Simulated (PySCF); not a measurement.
# N2H (dinitrogen monohydride) at U-wB97X-V/STO-3G

What is the vertical doublet–quartet gap of N2H (dinitrogen monohydride) at U-wB97X-V/STO-3G? 

The calculation is run with PySCF 2.14.0.

9 further runs of the same task are left out: 9 set aside as unsound or not needed.

**1. The molecule**

The species is N2H (3 atoms), meant as a doublet with charge 0. SMILES: `[N]=N`. The coordinates come from a PBE0-D4/def2-TZVP relaxation.

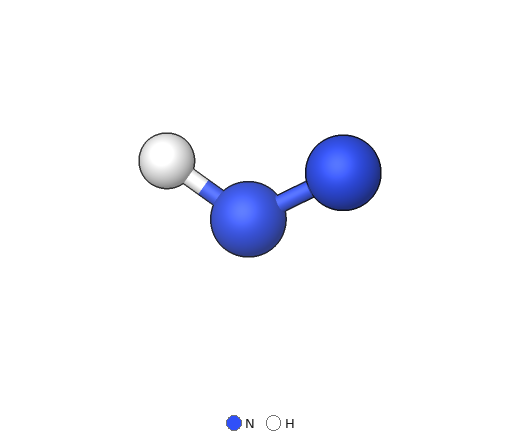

The structure, seen from a chosen angle (nitrogen blue, hydrogen white).

**2. The energy at U-wB97X-V/STO-3G**

Input file geometry.xyz:

```xyz
3

N      0.710530    -0.606720     0.326180
N     -0.268660    -0.217710    -0.170100
H     -0.441870     0.824430    -0.156080
```

Input file job.py:

```python
from pyscf import gto, dft

mol = gto.Mole()
mol.atom = 'geometry.xyz'
mol.max_memory = 1860
mol.verbose = 4
mol.basis = 'sto-3g'
mol.spin = 1
mol.build()

mf = dft.UKS(mol)
mf.xc = 'wb97x-v'
mf.grids.level = 5
mf.nlcgrids.level = 1
mf.conv_tol = 1e-10
mf.kernel()
if not mf.converged:
    mf = mf.newton().run(mf.mo_coeff, mf.mo_occ)

e_final = mf.e_tot
print('E(%s) = %.9f' % ('WB97X-V', e_final))
```

The run is started by

```console
$ OMP_NUM_THREADS=1 python job.py
```

The log of the run:

```text
PySCF version 2.14.0

[INPUT] num. atoms = 3
[INPUT] num. electrons = 15
[INPUT] charge = 0
[INPUT] spin (= nelec alpha-beta = 2S) = 1
[INPUT] symmetry False subgroup None
[INPUT] Mole.unit = angstrom
[INPUT] Symbol           X                Y                Z      unit          X                Y                Z       unit  Magmom
[INPUT]  1 N      0.710530000000  -0.606720000000   0.326180000000 AA    1.342707103287  -1.146534634296   0.616390867311 Bohr   0.0
[INPUT]  2 N     -0.268660000000  -0.217710000000  -0.170100000000 AA   -0.507693820626  -0.411412274579  -0.321442413789 Bohr   0.0
[INPUT]  3 H     -0.441870000000   0.824430000000  -0.156080000000 AA   -0.835013282662   1.557946908875  -0.294948453522 Bohr   0.0

nuclear repulsion = 27.7196870231311
number of shells = 7
number of NR pGTOs = 33
number of NR cGTOs = 11
basis = sto-3g
ecp = {}

******** <class 'pyscf.dft.uks.UKS'> ********
method = UKS
initial guess = minao
damping factor = 0
level_shift factor = 0
DIIS = <class 'pyscf.scf.diis.CDIIS'>
diis_start_cycle = 1
diis_space = 8
diis_damp = 0
SCF conv_tol = 1e-10
SCF conv_tol_grad = None
SCF max_cycles = 50
direct_scf = True
direct_scf_tol = 1e-13
number electrons alpha = 8  beta = 7
XC library pyscf.dft.libxc version 7.0.0
    S. Lehtola, C. Steigemann, M. J.T. Oliveira, and M. A.L. Marques.,  SoftwareX 7, 1–5 (2018)
XC functionals = wb97x-v
    N. Mardirossian and M. Head-Gordon.,  Phys. Chem. Chem. Phys. 16, 9904-9924 (2014)
radial grids:
    Treutler-Ahlrichs [JCP 102, 346 (1995); DOI:10.1063/1.469408] (M4) radial grids

becke partition: Becke, JCP 88, 2547 (1988); DOI:10.1063/1.454033
pruning grids: <function nwchem_prune>
grids dens level: 5
symmetrized grids: False
atomic radii adjust function: <function treutler_atomic_radii_adjust>
** Following is NLC and NLC Grids **
NLC functional = wb97x-v
radial grids:
    Treutler-Ahlrichs [JCP 102, 346 (1995); DOI:10.1063/1.469408] (M4) radial grids

becke partition: Becke, JCP 88, 2547 (1988); DOI:10.1063/1.454033
pruning grids: <function nwchem_prune>
grids dens level: 1
symmetrized grids: False
atomic radii adjust function: <function treutler_atomic_radii_adjust>
small_rho_cutoff = 0
Set gradient conv threshold to 1e-05
tot grids = 107768
tot grids = 12712
init E= -108.72541079595
[... the frontier-level lines of each cycle are left out ...]

cycle= 1 E= -108.519912449777  delta_E= 0.205  |g|= 0.143  |ddm|= 1.87
cycle= 2 E= -108.522917976777  delta_E= -0.00301  |g|= 0.147  |ddm|= 0.323
cycle= 3 E= -108.534047626628  delta_E= -0.0111  |g|= 0.0153  |ddm|= 0.153
cycle= 4 E= -108.534265652484  delta_E= -0.000218  |g|= 0.00375  |ddm|= 0.0231
cycle= 5 E= -108.534298528713  delta_E= -3.29e-05  |g|= 0.00175  |ddm|= 0.00988
cycle= 6 E= -108.534310738319  delta_E= -1.22e-05  |g|= 0.0008  |ddm|= 0.00755
cycle= 7 E= -108.534314035925  delta_E= -3.3e-06  |g|= 0.000188  |ddm|= 0.00533
cycle= 8 E= -108.534314186898  delta_E= -1.51e-07  |g|= 5.52e-05  |ddm|= 0.00112
cycle= 9 E= -108.534314197559  delta_E= -1.07e-08  |g|= 9.64e-06  |ddm|= 0.000291
cycle= 10 E= -108.534314197854  delta_E= -2.95e-10  |g|= 2.46e-06  |ddm|= 4.24e-05
cycle= 11 E= -108.534314197871  delta_E= -1.72e-11  |g|= 6.62e-07  |ddm|= 1.11e-05
Extra cycle  E= -108.534314197872  delta_E= -9.38e-13  |g|= 3.09e-07  |ddm|= 1.86e-06
converged SCF energy = -108.534314197872  <S^2> = 0.75335122  2S+1 = 2.0033484
E(WB97X-V) = -108.534314198
```

Wall time 14 s (1 thread of AMD EPYC 7R43 (Zen 3), shared host); peak memory 0.16 GiB.

**3. The quartet at the same level**

Input file run.py:

```python
from pyscf import gto, dft

molecule = gto.Mole()
molecule.atom = '''
N      1.342707    -1.146535     0.616391
N     -0.507694    -0.411412    -0.321442
H     -0.835013     1.557947    -0.294948
'''
molecule.spin = 3
molecule.verbose = 4
molecule.charge = 0
molecule.unit = 'bohr'
molecule.max_memory = 1860
molecule.basis = 'sto-3g'
molecule.build()

ks = dft.UKS(molecule, xc='wb97x-v')
ks.conv_tol = 1e-10
ks.grids.level = 5
ks.nlcgrids.level = 1
ks.kernel()
if not ks.converged:
    ks = ks.newton().run(ks.mo_coeff, ks.mo_occ)

energy = ks.e_tot
print('E(%s) = %.9f' % ('WB97X-V', energy))
```

The run is started by

```console
$ OMP_NUM_THREADS=1 python run.py
```

The log of the run:

```text
PySCF version 2.14.0

[INPUT] num. atoms = 3
[INPUT] num. electrons = 15
[INPUT] charge = 0
[INPUT] spin (= nelec alpha-beta = 2S) = 3
[INPUT] symmetry False subgroup None
[INPUT] Mole.unit = bohr
[INPUT] Symbol           X                Y                Z      unit          X                Y                Z       unit  Magmom
[INPUT]  1 N      0.710529945343  -0.606720193522   0.326180070216 AA    1.342707000000  -1.146535000000   0.616391000000 Bohr   0.0
[INPUT]  2 N     -0.268660094921  -0.217709854699  -0.170099781033 AA   -0.507694000000  -0.411412000000  -0.321442000000 Bohr   0.0
[INPUT]  3 H     -0.441869850422   0.824430048221  -0.156079760006 AA   -0.835013000000   1.557947000000  -0.294948000000 Bohr   0.0

nuclear repulsion = 27.71968585865
number of shells = 7
number of NR pGTOs = 33
number of NR cGTOs = 11
basis = sto-3g
ecp = {}

******** <class 'pyscf.dft.uks.UKS'> ********
method = UKS
initial guess = minao
damping factor = 0
level_shift factor = 0
DIIS = <class 'pyscf.scf.diis.CDIIS'>
diis_start_cycle = 1
diis_space = 8
diis_damp = 0
SCF conv_tol = 1e-10
SCF conv_tol_grad = None
SCF max_cycles = 50
direct_scf = True
direct_scf_tol = 1e-13
number electrons alpha = 9  beta = 6
XC library pyscf.dft.libxc version 7.0.0
    S. Lehtola, C. Steigemann, M. J.T. Oliveira, and M. A.L. Marques.,  SoftwareX 7, 1–5 (2018)
XC functionals = wb97x-v
    N. Mardirossian and M. Head-Gordon.,  Phys. Chem. Chem. Phys. 16, 9904-9924 (2014)
radial grids:
    Treutler-Ahlrichs [JCP 102, 346 (1995); DOI:10.1063/1.469408] (M4) radial grids

becke partition: Becke, JCP 88, 2547 (1988); DOI:10.1063/1.454033
pruning grids: <function nwchem_prune>
grids dens level: 5
symmetrized grids: False
atomic radii adjust function: <function treutler_atomic_radii_adjust>
** Following is NLC and NLC Grids **
NLC functional = wb97x-v
radial grids:
    Treutler-Ahlrichs [JCP 102, 346 (1995); DOI:10.1063/1.469408] (M4) radial grids

becke partition: Becke, JCP 88, 2547 (1988); DOI:10.1063/1.454033
pruning grids: <function nwchem_prune>
grids dens level: 1
symmetrized grids: False
atomic radii adjust function: <function treutler_atomic_radii_adjust>
small_rho_cutoff = 0
Set gradient conv threshold to 1e-05
tot grids = 107768
tot grids = 12712
init E= -108.725410672588
[... the frontier-level lines of each cycle are left out ...]


cycle= 1 E= -108.280825693871  delta_E= 0.445  |g|= 0.128  |ddm|= 2.05
cycle= 2 E= -108.294728320842  delta_E= -0.0139  |g|= 0.0689  |ddm|= 0.233
cycle= 3 E= -108.297622798586  delta_E= -0.00289  |g|= 0.0243  |ddm|= 0.116
cycle= 4 E= -108.298196490754  delta_E= -0.000574  |g|= 0.00528  |ddm|= 0.0331
cycle= 5 E= -108.298298011335  delta_E= -0.000102  |g|= 0.00291  |ddm|= 0.02
cycle= 6 E= -108.298344179299  delta_E= -4.62e-05  |g|= 0.00185  |ddm|= 0.0162
cycle= 7 E= -108.298370253776  delta_E= -2.61e-05  |g|= 0.000667  |ddm|= 0.0192
cycle= 8 E= -108.298373273932  delta_E= -3.02e-06  |g|= 0.000142  |ddm|= 0.00775
cycle= 9 E= -108.298373370743  delta_E= -9.68e-08  |g|= 2e-05  |ddm|= 0.00142
cycle= 10 E= -108.298373371429  delta_E= -6.86e-10  |g|= 2.13e-06  |ddm|= 8.23e-05
cycle= 11 E= -108.298373371434  delta_E= -5.46e-12  |g|= 5.76e-07  |ddm|= 6.33e-06
Extra cycle  E= -108.298373371435  delta_E= -4.55e-13  |g|= 2.6e-07  |ddm|= 1.12e-06
converged SCF energy = -108.298373371435  <S^2> = 3.7508055  2S+1 = 4.0004027
E(WB97X-V) = -108.298373371
```

Wall time 14 s (1 thread of AMD EPYC 7R43 (Zen 3), shared host); peak memory 0.17 GiB.

**4. What came out**

At U-wB97X-V/STO-3G:

| quantity | value |
| --- | --- |
| doublet: total energy | -108.53431 Eh |
| doublet: dipole moment | 1.81 D |
| doublet: HOMO energy (highest over α and β) | -6.23 eV |
| doublet: LUMO energy (lowest over α and β) | 3.88 eV |
| doublet: ⟨S²⟩ | 0.753 |
| quartet: total energy | -108.29837 Eh |
| quartet: dipole moment | 1.05 D |
| quartet: HOMO energy (highest over α and β) | -4.38 eV |
| quartet: LUMO energy (lowest over α and β) | -1.62 eV |
| quartet: ⟨S²⟩ | 3.751 |
| vertical energy of the quartet above the doublet | 6.420 eV |

In words: At this shape the quartet lies 6.42 eV (148 kcal/mol) above the doublet. In a minimal basis such a difference can be off by several eV, whatever the method.
